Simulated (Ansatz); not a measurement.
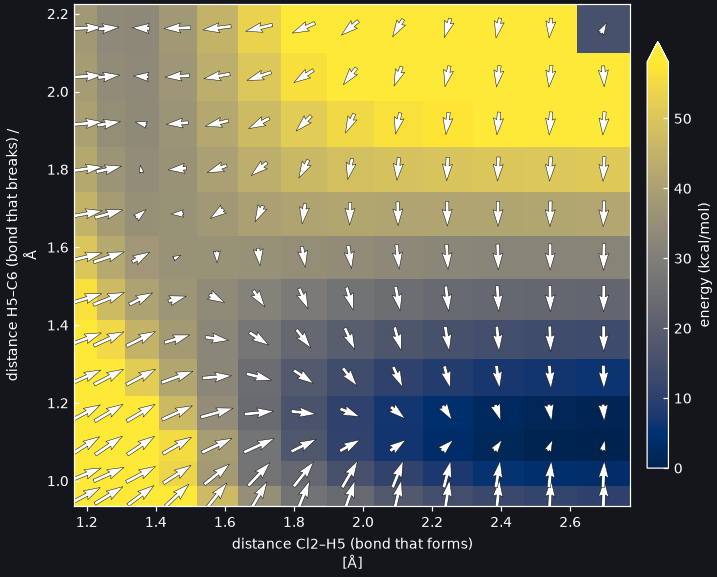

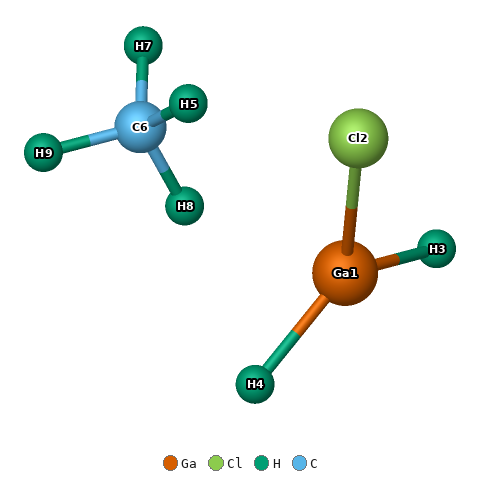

Energy landscape of the reacting system CH₆ClGa (fragments ClGaH₂ + CH₄ where the first distance is long, CH₅Ga + ClH where the second is long). 
- First axis: distance Cl2–H5 (bond that forms). Second axis: distance H5–C6 (bond that breaks).
- Relaxed at each point: all other coordinates.
- The scan uses a 13 × 13 grid.
- Points are written as (first, second).
- Energies: kcal/mol, counted from the lowest grid point.
- Energies and slopes of some neighbouring points disagree (a jump in structure or state, or too coarse a mesh). The reference is spin-restricted, so regions where a bond is pulled apart into radicals lie too high.
- All numbers below come from Ansatz, RKS PBE-D4/def2-SVP.

The picture shows one coloured cell a grid point, arrows along the force (downhill), their lengths compressed, one colour for all values above the top of the scale. The second picture is the structure at the lowest point.

Q: Describe this landscape.

A: The lowest grid point is at (2.697 Å, 1.091 Å). It lies in a valley that leaves the map towards separated partners. The energy also falls towards the edge at (2.697 Å, 2.163 Å) (16 kcal/mol above the lowest), where a further well may lie outside the range. The highest grid point, (1.197 Å, 0.963 Å), lies 136 kcal/mol above the lowest.

Grid values (kcal/mol):

```
second ↓, first →  1.197  1.264  1.357  1.462  1.577  1.699  1.828  1.962  2.101  2.244  2.391  2.542  2.697
            2.163     38     33     33     38     45     53     60     66     69     71     73     73     16
            2.039     39     34     33     37     44     50     56     60     63     65     66     67     67
            1.918     40     35     34     37     42     47     52     55     56     57     58     59     59
            1.801     42     36     34     36     40     44     47     48     49     50     50     50     51
            1.686     45     39     35     36     38     40     41     41     41     41     41     41     42
            1.575     50     42     37     36     36     36     35     34     33     32     32     32     32
            1.468     56     47     40     37     34     31     29     27     25     24     23     23     22
            1.365     65     55     45     38     32     27     23     20     17     15     14     14     14
            1.267     78     64     52     41     32     25     18     14     11      8      7      6      6
            1.175     93     78     61     47     34     24     16     11      7      4      2      2      1
            1.091    113     94     74     55     39     27     17     11      6      3      2      1      0
            1.017    122     99     74     54     38     27     23     16     11      8      6      4      4
            0.963    136    112     85     64     47     35     26     23     18     15     12     11     10
```

The input of one point:

```yaml
crystal:
  periodic: [false, false, false]
  atoms:
    - { symbol: Ga, position_ang: [-1.45422, -0.393358, -0.59155] }
    - { symbol: Cl, position_ang: [-1.632147, -1.811004, 1.066517] }
    - { symbol: H, position_ang: [-0.921105, -1.001949, -1.935911] }
    - { symbol: H, position_ang: [-2.060579, 1.029235, -0.327151] }
    - { symbol: H, position_ang: [0.590788, -0.300253, 0.842913] }
    - { symbol: C, position_ang: [1.213043, 0.446285, 0.347171] }
    - { symbol: H, position_ang: [2.185346, -0.051092, 0.17417] }
    - { symbol: H, position_ang: [0.790683, 0.784105, -0.623612] }
    - { symbol: H, position_ang: [1.288196, 1.298032, 1.047551] }
basis:
  gaussian: { orbitals: def2-SVP }
hamiltonian:
  xc: pbe
  dispersion: d4
output:
  forces: true
relax:
  f_tol: 0.02
  max_steps: 50
  escape_saddle: false
  constraints: [{ distance: [1, 4] }, { distance: [4, 5] }]
scf:
  lower_state_search: "off"
```

Each point was launched as `ansatz run input.yaml --threads 1 --pin off --max-ram 2560MiB --backend cpu --events-out ev --progress --plain --runs-dir out`. Time for the 169 points that were run: 19 min on 1 thread of Intel(R) Xeon(R) 6975P-C (Granite Rapids), on a shared host.
